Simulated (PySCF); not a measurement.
# C₄H₈BN: NMR shifts at several levels of theory, part 2 of 2

PySCF 2.14.0. Atoms count from 0. The steps go on from the part before.

### 8 NMR shieldings: KT2/pcSseg-1

What the job is given:

```
{"job": {"kind": "nmr", "xc": "KT2", "basis": "pcSseg-1", "pop": false}, "charge": 0, "multiplicity": 1}
C     -3.578917    -0.723519     0.228410
C     -2.485299    -0.202951     0.263539
C     -1.154424     0.392482     0.296008
C     -0.014328    -0.621206     0.126838
B      1.425467     0.022270     0.204278
N      2.462637    -0.389320    -0.627446
H     -4.553447    -1.173783     0.200681
H     -1.028736     0.935565     1.248653
H     -1.097335     1.164665    -0.491143
H     -0.162992    -1.199488    -0.801279
H     -0.081823    -1.358049     0.949499
H      1.671913     0.891077     1.018037
H      2.354509    -1.100953    -1.339702
H      3.399167    -0.012565    -0.568622
```

With the program's defaults for keys left out, this is: GIAO KT2/pcSseg-1 NMR shielding, non-relativistic, gas phase.

The program printed:

```text
coarse grid: 11456 points
cycle   1  E = -240.8653873418  dE =  4.498e-01  |g| = 6.022e-01  |ddm| = 3.449e+00
cycle   2  E = -240.7860369058  dE =  7.935e-02  |g| = 8.282e-01  |ddm| = 1.438e+00
cycle   3  E = -240.9591909976  dE = -1.732e-01  |g| = 1.376e-01  |ddm| = 8.250e-01
cycle   4  E = -240.9633310573  dE = -4.140e-03  |g| = 5.273e-02  |ddm| = 1.392e-01
cycle   5  E = -240.9637799900  dE = -4.489e-04  |g| = 3.202e-02  |ddm| = 5.736e-02
cycle   6  E = -240.9640423046  dE = -2.623e-04  |g| = 7.017e-03  |ddm| = 2.721e-02
cycle   7  E = -240.9640537565  dE = -1.145e-05  |g| = 2.133e-03  |ddm| = 7.218e-03
cycle   8  E = -240.9640549566  dE = -1.200e-06  |g| = 2.718e-04  |ddm| = 2.300e-03
final grid: 110008 points
cycle   9  E = -240.9503976317  dE = -1.796e-04  |g| = 1.213e-02  |ddm| = 9.514e-02
cycle  10  E = -240.9503613148  dE =  3.632e-05  |g| = 1.678e-02  |ddm| = 2.580e-02
cycle  11  E = -240.9504277368  dE = -6.642e-05  |g| = 5.527e-03  |ddm| = 1.709e-02
cycle  12  E = -240.9504356782  dE = -7.941e-06  |g| = 9.966e-04  |ddm| = 4.537e-03
cycle  13  E = -240.9504358834  dE = -2.051e-07  |g| = 3.766e-04  |ddm| = 8.715e-04
cycle  14  E = -240.9504359188  dE = -3.545e-08  |g| = 1.080e-04  |ddm| = 4.171e-04
cycle  15  E = -240.9504359216  dE = -2.748e-09  |g| = 2.221e-05  |ddm| = 1.030e-04
cycle  16  E = -240.9504359217  dE = -1.241e-10  |g| = 5.308e-06  |ddm| = 3.054e-05
converged SCF energy = -240.9504359217

GIAO shielding tensors (ppm)
atom      isotropic    diamagn.    paramagn.     s11        s22        s33       span
  0 C      119.193     257.157    -137.964     52.184     54.231    251.164    198.980
  1 C      101.188     254.313    -153.125      0.490      9.554    293.520    293.029
  2 C      164.300     252.593     -88.293    150.065    163.493    179.343     29.279
  3 C      156.936     252.052     -95.116    142.430    154.817    173.560     31.130
  4 B       62.331     196.187    -133.856     23.290     52.555    111.147     87.856
  5 N      151.124     315.890    -164.766     57.916    192.780    202.677    144.761
  6 H       29.333      33.452      -4.118     24.285     24.378     39.337     15.053
  7 H       28.699      28.279       0.420     23.511     28.379     34.207     10.697
  8 H       29.058      29.259      -0.201     23.852     29.141     34.180     10.327
  9 H       30.380      32.874      -2.494     26.767     30.662     33.710      6.943
 10 H       30.031      31.083      -1.052     26.361     29.610     34.122      7.761
 11 H       26.480      29.714      -3.234     25.261     25.651     28.530      3.269
 12 H       27.241      30.885      -3.644     23.103     25.328     33.292     10.189
 13 H       27.061      28.222      -1.161     22.518     23.686     34.978     12.461
```

Wall time 16 s (1 thread of Arm Neoverse V2, shared host); peak memory 0.73 GiB.

Key values: δ C1 82.0, C0 64.0, C3 26.3, C2 18.9, H11 4.70, H12 4.03 ppm (means over like atoms).

### 9 NMR shieldings: KT3/pcSseg-1

Settings changed since step 8:

```diff
@@ -1,2 +1,2 @@
-{"job": {"kind": "nmr", "xc": "KT2", "basis": "pcSseg-1", "pop": false}, "charge": 0, "multiplicity": 1}
+{"job": {"kind": "nmr", "xc": "KT3", "basis": "pcSseg-1", "pop": false}, "charge": 0, "multiplicity": 1}
 C     -3.578917    -0.723519     0.228410
```

Level: GIAO KT3/pcSseg-1 NMR shielding, non-relativistic, gas phase.

The program printed:

```text
coarse grid: 11456 points
cycle   1  E = -240.5496476915  dE =  4.363e-01  |g| = 6.214e-01  |ddm| = 3.453e+00
cycle   2  E = -240.4646978105  dE =  8.495e-02  |g| = 8.531e-01  |ddm| = 1.538e+00
cycle   3  E = -240.6497942156  dE = -1.851e-01  |g| = 1.451e-01  |ddm| = 8.996e-01
cycle   4  E = -240.6544132195  dE = -4.619e-03  |g| = 5.446e-02  |ddm| = 1.450e-01
cycle   5  E = -240.6548542571  dE = -4.410e-04  |g| = 3.501e-02  |ddm| = 5.858e-02
cycle   6  E = -240.6551669238  dE = -3.127e-04  |g| = 7.191e-03  |ddm| = 2.883e-02
cycle   7  E = -240.6551788225  dE = -1.190e-05  |g| = 2.157e-03  |ddm| = 7.273e-03
cycle   8  E = -240.6551800599  dE = -1.237e-06  |g| = 2.713e-04  |ddm| = 2.514e-03
final grid: 110008 points
cycle   9  E = -240.6400529887  dE = -1.658e-04  |g| = 4.908e-03  |ddm| = 9.043e-02
cycle  10  E = -240.6400477278  dE =  5.261e-06  |g| = 6.525e-03  |ddm| = 9.027e-03
cycle  11  E = -240.6400579414  dE = -1.021e-05  |g| = 1.766e-03  |ddm| = 6.623e-03
cycle  12  E = -240.6400585793  dE = -6.378e-07  |g| = 6.950e-04  |ddm| = 1.656e-03
cycle  13  E = -240.6400586725  dE = -9.327e-08  |g| = 3.768e-04  |ddm| = 7.334e-04
cycle  14  E = -240.6400587101  dE = -3.759e-08  |g| = 4.513e-05  |ddm| = 3.425e-04
cycle  15  E = -240.6400587106  dE = -4.939e-10  |g| = 9.843e-06  |ddm| = 6.142e-05
converged SCF energy = -240.6400587106

GIAO shielding tensors (ppm)
atom      isotropic    diamagn.    paramagn.     s11        s22        s33       span
  0 C      120.896     254.047    -133.151     54.355     56.192    252.142    197.787
  1 C      102.576     255.259    -152.683      3.021     11.384    293.322    290.301
  2 C      162.605     250.639     -88.033    148.678    161.737    177.401     28.724
  3 C      156.460     251.079     -94.619    143.038    153.945    172.396     29.358
  4 B       63.690     196.576    -132.886     25.272     54.615    111.184     85.911
  5 N      154.281     315.042    -160.761     65.702    195.067    202.075    136.372
  6 H       29.532      33.888      -4.356     24.510     24.603     39.483     14.972
  7 H       28.874      28.512       0.361     23.768     28.569     34.284     10.516
  8 H       29.230      29.462      -0.232     24.123     29.310     34.256     10.133
  9 H       30.522      32.934      -2.412     26.946     30.788     33.831      6.886
 10 H       30.192      31.108      -0.916     26.606     29.763     34.208      7.601
 11 H       26.772      30.043      -3.271     25.569     25.960     28.785      3.215
 12 H       27.469      31.004      -3.535     23.290     25.615     33.502     10.212
 13 H       27.269      28.357      -1.087     22.703     23.980     35.125     12.422
```

Run time: 15 s. Hardware: 1 thread of Arm Neoverse V2, shared host; peak memory 0.73 GiB.

In short: δ C1 79.7, C0 61.4, C3 25.8, C2 19.7, H11 4.55, H12 3.95 ppm (means over like atoms).

### 10 NMR shieldings: B97-D/pcSseg-1

Settings changed since step 9:

```diff
@@ -1,2 +1,2 @@
-{"job": {"kind": "nmr", "xc": "KT3", "basis": "pcSseg-1", "pop": false}, "charge": 0, "multiplicity": 1}
+{"job": {"kind": "nmr", "xc": "B97-D", "basis": "pcSseg-1", "pop": false}, "charge": 0, "multiplicity": 1}
 C     -3.578917    -0.723519     0.228410
```

Method: GIAO B97-D/pcSseg-1 NMR shielding, non-relativistic, gas phase.

The program printed:

```text
coarse grid: 11456 points
cycle   1  E = -236.4816411098  dE =  4.021e-01  |g| = 6.270e-01  |ddm| = 3.479e+00
cycle   2  E = -236.3929424727  dE =  8.870e-02  |g| = 8.740e-01  |ddm| = 1.444e+00
cycle   3  E = -236.5812499178  dE = -1.883e-01  |g| = 1.443e-01  |ddm| = 8.451e-01
cycle   4  E = -236.5857779345  dE = -4.528e-03  |g| = 4.978e-02  |ddm| = 1.359e-01
cycle   5  E = -236.5860963715  dE = -3.184e-04  |g| = 3.398e-02  |ddm| = 5.301e-02
cycle   6  E = -236.5863797904  dE = -2.834e-04  |g| = 8.774e-03  |ddm| = 2.800e-02
cycle   7  E = -236.5863977929  dE = -1.800e-05  |g| = 2.452e-03  |ddm| = 8.158e-03
cycle   8  E = -236.5863993459  dE = -1.553e-06  |g| = 3.127e-04  |ddm| = 2.527e-03
final grid: 110008 points
cycle   9  E = -236.6137614438  dE = -7.491e-05  |g| = 1.004e-02  |ddm| = 4.728e-02
cycle  10  E = -236.6137166924  dE =  4.475e-05  |g| = 1.706e-02  |ddm| = 1.944e-02
cycle  11  E = -236.6137823438  dE = -6.565e-05  |g| = 3.518e-03  |ddm| = 1.286e-02
cycle  12  E = -236.6137851582  dE = -2.814e-06  |g| = 1.209e-03  |ddm| = 3.115e-03
cycle  13  E = -236.6137854955  dE = -3.373e-07  |g| = 3.435e-04  |ddm| = 9.758e-04
cycle  14  E = -236.6137855263  dE = -3.078e-08  |g| = 6.307e-05  |ddm| = 3.586e-04
cycle  15  E = -236.6137855272  dE = -9.350e-10  |g| = 2.129e-05  |ddm| = 8.205e-05
converged SCF energy = -236.6137855272

GIAO shielding tensors (ppm)
atom      isotropic    diamagn.    paramagn.     s11        s22        s33       span
  0 C      114.362     255.904    -141.542     44.795     46.768    251.522    206.727
  1 C       94.887     256.374    -161.487     -8.664      0.187    293.138    301.802
  2 C      160.133     250.018     -89.885    146.297    159.303    174.799     28.503
  3 C      153.149     250.331     -97.183    139.926    150.285    169.234     29.307
  4 B       59.339     195.310    -135.971     19.147     49.842    109.027     89.881
  5 N      150.841     314.967    -164.126     60.656    192.091    199.777    139.121
  6 H       29.792      33.313      -3.521     24.885     24.980     39.511     14.626
  7 H       28.985      28.350       0.635     23.922     28.728     34.304     10.381
  8 H       29.345      29.277       0.068     24.290     29.482     34.262      9.971
  9 H       30.595      32.852      -2.257     27.036     30.897     33.852      6.816
 10 H       30.267      31.022      -0.755     26.707     29.900     34.194      7.487
 11 H       26.766      30.215      -3.449     25.448     26.031     28.818      3.370
 12 H       27.600      30.924      -3.324     23.396     25.912     33.492     10.095
 13 H       27.420      28.382      -0.962     22.889     24.244     35.126     12.236
```

Wall time 15 s (1 thread of Arm Neoverse V2, shared host); peak memory 0.73 GiB.

Key values: δ C1 84.3, C0 64.8, C3 26.0, C2 19.0, H11 4.64, H12 3.90 ppm (means over like atoms).

### 11 NMR shieldings: B3LYP/pcSseg-1

Settings changed since step 10:

```diff
@@ -1,2 +1,2 @@
-{"job": {"kind": "nmr", "xc": "B97-D", "basis": "pcSseg-1", "pop": false}, "charge": 0, "multiplicity": 1}
+{"job": {"kind": "nmr", "xc": "B3LYP", "basis": "pcSseg-1", "pop": false}, "charge": 0, "multiplicity": 1}
 C     -3.578917    -0.723519     0.228410
```

Level: GIAO B3LYP/pcSseg-1 NMR shielding, non-relativistic, gas phase.

The program printed:

```text
coarse grid: 11456 points
cycle   1  E = -236.6897470377  dE =  5.052e-01  |g| = 5.342e-01  |ddm| = 3.412e+00
cycle   2  E = -236.6740490669  dE =  1.570e-02  |g| = 6.083e-01  |ddm| = 1.137e+00
cycle   3  E = -236.7611142009  dE = -8.707e-02  |g| = 8.822e-02  |ddm| = 5.188e-01
cycle   4  E = -236.7627206109  dE = -1.606e-03  |g| = 2.742e-02  |ddm| = 7.945e-02
cycle   5  E = -236.7628824864  dE = -1.619e-04  |g| = 7.633e-03  |ddm| = 2.494e-02
cycle   6  E = -236.7628955539  dE = -1.307e-05  |g| = 2.004e-03  |ddm| = 7.381e-03
cycle   7  E = -236.7628963858  dE = -8.319e-07  |g| = 8.568e-04  |ddm| = 1.899e-03
final grid: 110008 points
cycle   8  E = -236.8071149685  dE = -2.533e-05  |g| = 7.190e-03  |ddm| = 2.889e-02
cycle   9  E = -236.8070958252  dE =  1.914e-05  |g| = 1.150e-02  |ddm| = 1.332e-02
cycle  10  E = -236.8071256232  dE = -2.980e-05  |g| = 2.641e-03  |ddm| = 8.567e-03
cycle  11  E = -236.8071273203  dE = -1.697e-06  |g| = 3.470e-04  |ddm| = 1.857e-03
cycle  12  E = -236.8071273455  dE = -2.517e-08  |g| = 1.333e-04  |ddm| = 3.222e-04
cycle  13  E = -236.8071273493  dE = -3.846e-09  |g| = 3.290e-05  |ddm| = 1.095e-04
cycle  14  E = -236.8071273496  dE = -2.549e-10  |g| = 8.117e-06  |ddm| = 3.453e-05
converged SCF energy = -236.8071273496

GIAO shielding tensors (ppm)
atom      isotropic    diamagn.    paramagn.     s11        s22        s33       span
  0 C      109.167     257.193    -148.026     37.238     39.142    251.121    213.883
  1 C       90.026     257.975    -167.949    -17.648     -8.316    296.043    313.691
  2 C      161.283     248.860     -87.576    147.665    160.844    175.341     27.676
  3 C      153.106     250.135     -97.029    139.467    150.102    169.749     30.283
  4 B       54.924     194.260    -139.336     12.294     43.694    108.784     96.490
  5 N      148.806     314.954    -166.148     51.807    193.004    201.606    149.799
  6 H       29.708      32.811      -3.103     24.775     24.874     39.475     14.700
  7 H       29.048      28.210       0.838     23.907     28.698     34.540     10.632
  8 H       29.414      29.077       0.337     24.290     29.452     34.501     10.211
  9 H       30.599      32.813      -2.214     26.893     30.890     34.015      7.122
 10 H       30.319      31.035      -0.717     26.632     29.936     34.389      7.757
 11 H       26.699      30.010      -3.311     25.395     25.922     28.782      3.387
 12 H       27.566      30.849      -3.283     23.212     25.944     33.542     10.330
 13 H       27.402      28.342      -0.940     22.766     24.214     35.225     12.459
```

It took 9.9 s on 1 thread of Arm Neoverse V2, shared host; peak memory 0.75 GiB.

In short: δ C1 89.2, C0 70.1, C3 26.1, C2 18.0, H11 4.68, H12 3.90 ppm (means over like atoms).

### 12 Run by run: NMR shifts

Shifts (ppm) of some atoms, chosen among heavy atoms and hydrogens apart, means over like atoms, with basis size and wall time:

| run | C1 | C0 | C2 | H12 | H6 | B4 | N5 | functions | time |
| --- | --- | --- | --- | --- | --- | --- | --- | --- | --- |
| HF/pcSseg-1 | 88.5 | 76.5 | 13.1 | 3.65 | 2.34 | 44.9 | 95.5 | 142 | 4.7 s |
| LDA/pcSseg-1 | 95.2 | 75.0 | 17.6 | 4.22 | 1.51 | 43.7 | 130.9 | 142 | 12 s |
| PBE/pcSseg-1 | 88.9 | 69.1 | 18.9 | 4.07 | 1.58 | 40.4 | 120.1 | 142 | 15 s |
| BLYP/pcSseg-1 | 87.9 | 66.5 | 19.5 | 3.96 | 1.53 | 41.2 | 119.1 | 142 | 16 s |
| BP86/pcSseg-1 | 88.7 | 69.1 | 18.8 | 4.03 | 1.61 | 40.2 | 117.9 | 142 | 15 s |
| OPBE/pcSseg-1 | 84.9 | 66.9 | 19.0 | 4.09 | 1.68 | 37.4 | 111.4 | 142 | 16 s |
| KT2/pcSseg-1 | 82.0 | 64.0 | 18.9 | 4.03 | 1.85 | 37.6 | 113.2 | 142 | 16 s |
| KT3/pcSseg-1 | 79.7 | 61.4 | 19.7 | 3.95 | 1.79 | 36.8 | 107.7 | 142 | 15 s |
| B97-D/pcSseg-1 | 84.3 | 64.8 | 19.0 | 3.90 | 1.62 | 38.9 | 110.0 | 142 | 15 s |
| B3LYP/pcSseg-1 | 89.2 | 70.1 | 18.0 | 3.90 | 1.68 | 42.9 | 114.7 | 142 | 9.9 s |

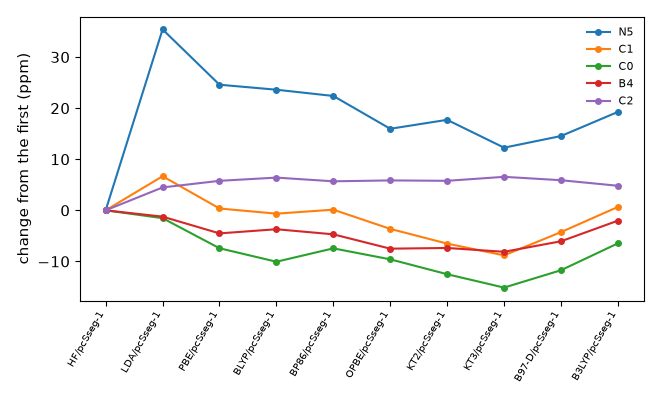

How five of the tabulated atoms move from run to run.

### 13 Outcome

The summary covers parts 1 to 2.

```
                                                            quantity                             value
                                ¹³C shifts against TMS (HF/pcSseg-1)        88.5, 76.5, 21.7, 13.1 ppm
¹H shifts against TMS (HF/pcSseg-1, means over atoms taken as alike)  4.59, 3.65, 2.34, 1.93, 0.79 ppm
                           ¹¹B shifts against BF3·OEt2 (HF/pcSseg-1)                          44.9 ppm
                                ¹⁵N shifts against NH3 (HF/pcSseg-1)                          95.5 ppm
                                            range of the shift of N5                 95.5 to 130.9 ppm
```

What this shows: Single values in the summary come from the first sound run of each kind (HF/pcSseg-1), which need not be the best level. At HF/pcSseg-1: The widest tensor belongs to C1: span 308 ppm, with a paramagnetic part of -161 ppm. Across the 10 runs the shift of N5 moves most, between 95.5 (HF/pcSseg-1) and 130.9 ppm (LDA/pcSseg-1).
